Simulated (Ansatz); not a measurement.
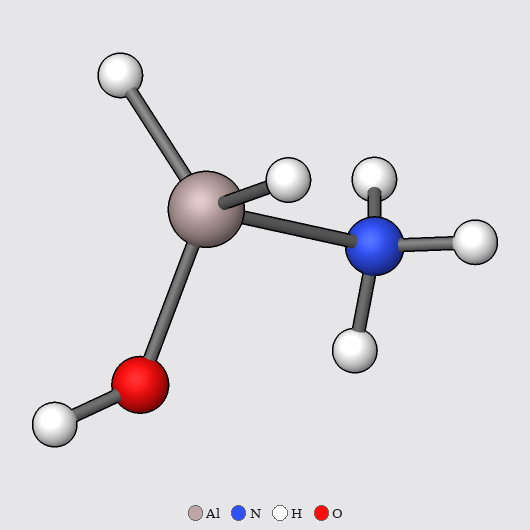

Harmonic vibrations computed with RKS PBE0-D4/def2-TZVP (Ansatz 0.2.0) at a stationary point of the same level.

Is this a minimum or a saddle point?

A minimum: no imaginary frequency, and the lowest mode lies at 69 cm⁻¹.

List the wavenumbers.

21 modes: 69, 125, 194, 376, 441, 539, 593, 642, 704, 721, 772, 823, 1216, 1647, 1657, 1843, 1863, 3478, 3595, 3622, 3983 cm⁻¹.
